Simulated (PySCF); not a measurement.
SMILES C(C[SiH2]C(=O)C)=O at its GFN2-xTB optimised geometry (Å):

```
15

C      1.9229    -1.6299    -0.0112
C      0.5169    -1.2364    -0.3648
O     -0.2631    -2.0053    -0.8768
Si     0.0002     0.5912     0.0000
C     -1.9116     0.5912     0.0000
C     -2.3700     1.9960     0.0000
O     -2.6161     2.6510     0.9774
H      2.1357    -2.6510    -0.3195
H      2.6161    -0.9418    -0.4892
H      2.0527    -1.5359     1.0648
H      0.5366     1.4199    -1.0848
H      0.5515     1.0190     1.2854
H     -2.2595     0.0804     0.8981
H     -2.2642     0.0583    -0.8812
H     -2.4331     2.4465    -1.0116
```

Method: PBE0/def2-TZVP run with PySCF 2.14.0. Cells within 0.4 Å of a nucleus heavier than hydrogen are left out (blank, or x).

Map of the log10 of the electron density (e/bohr³), floored at −4 on the plane z = 0.0 Å:

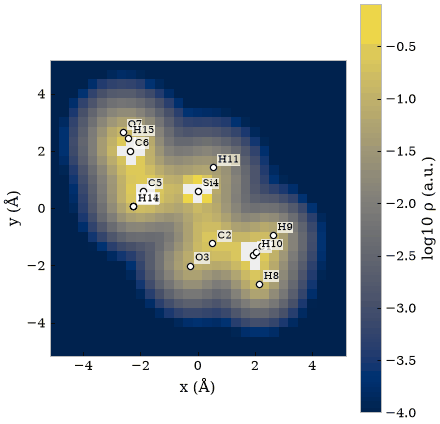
*Log10 of the electron density (e/bohr³), floored at −4 on the plane z = 0.0 Å.*
